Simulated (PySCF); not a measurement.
**C5H13FSi (SMILES CC(C)[C@H](F)C[SiH3]): density, localisation and related maps**

```xyz
20

C    -1.3842    1.1355   -0.0636
C    -0.7182   -0.1067    0.5195
C    -1.7692   -1.0405    1.1198
C     0.0891   -0.8539   -0.5461
F     0.6917   -1.9505    0.0598
C     1.1826   -0.0453   -1.2282
Si    2.4711    0.7073   -0.0396
H    -2.0412    1.5828    0.6785
H    -1.9826    0.8728   -0.9341
H    -0.6491    1.8801   -0.3569
H    -0.0240    0.1937    1.3118
H    -1.2990   -1.9377    1.5142
H    -2.4929   -1.3350    0.3617
H    -2.2999   -0.5434    1.9282
H    -0.5969   -1.2843   -1.2920
H     1.6974   -0.7212   -1.9144
H     0.7185    0.7243   -1.8433
H     2.8895   -0.2821    0.9477
H     1.9007    1.8827    0.6284
H     3.6115    1.1319   -0.8543
```

Geometry: GFN2-xTB.

Computed with PySCF 2.14.0, PBE0/pcSseg-1, SCF density, gas phase, non-relativistic.

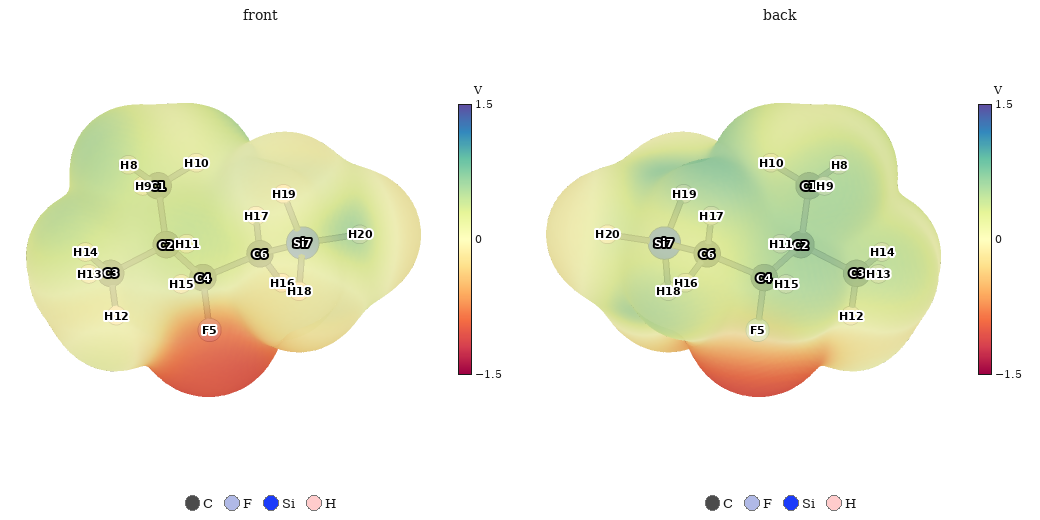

Figure 1. The molecular electrostatic potential painted on the density surface at 0.001 e/bohr³, seen from the front and from behind; red is negative and blue positive.

**Which sites attract a positive test charge, and which a negative one?**

A positive charge is drawn to the negative regions and a negative charge to the positive ones. The most negative region (about −1.0 V) lies over F5, the most positive (about +0.7 V) over Si7 and H17.

**How polar is the molecule by this calculation?**

Its dipole moment is 1.78 D.

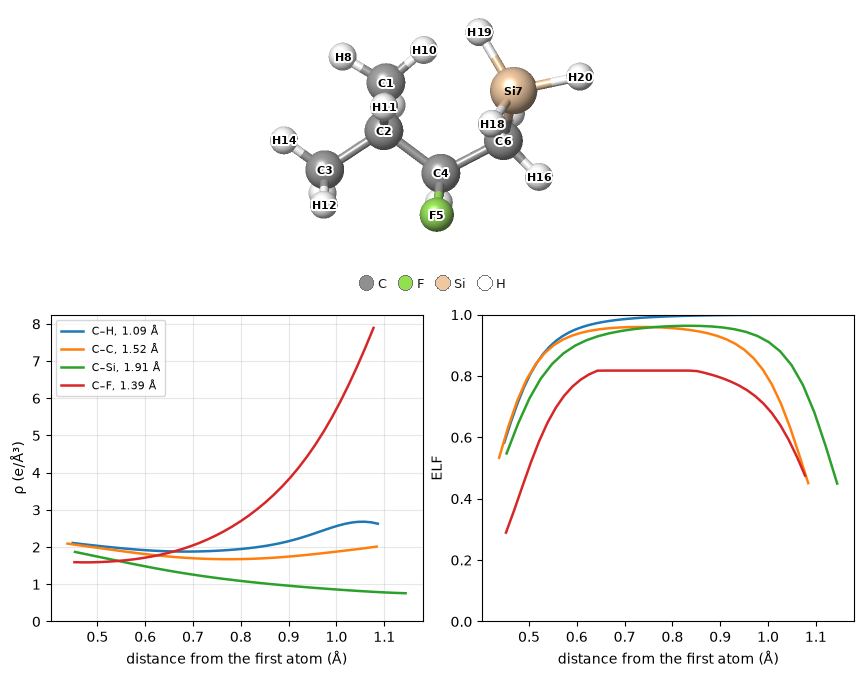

Figure 2. Total electron density and ELF along straight lines between neighbouring atoms. The curves leave out the atomic cores. The structure is drawn too.

**Compare the contacts.**

C–H (1.09 Å): ρ at the midpoint is about 2 e/Å³; the ELF climbs to about 1 towards the hydrogen, as it does in any bond to H: an ordinary covalent bond to hydrogen.
C–C (1.52 Å): the density is about 1.7 e/Å³ at the midpoint; the ELF peaks at about 0.95 between the atoms, as expected for a shared electron pair.
C–Si (1.91 Å): ρ at the midpoint is about 0.9 e/Å³; the ELF peaks at about 0.95 between the atoms: a covalent bond.
C–F (1.39 Å): ρ is about 2 e/Å³ halfway, with its minimum of 1.6 e/Å³ about 0.5 Å from C; the ELF peaks at about 0.80 between the atoms: a shared but strongly polarised pair.
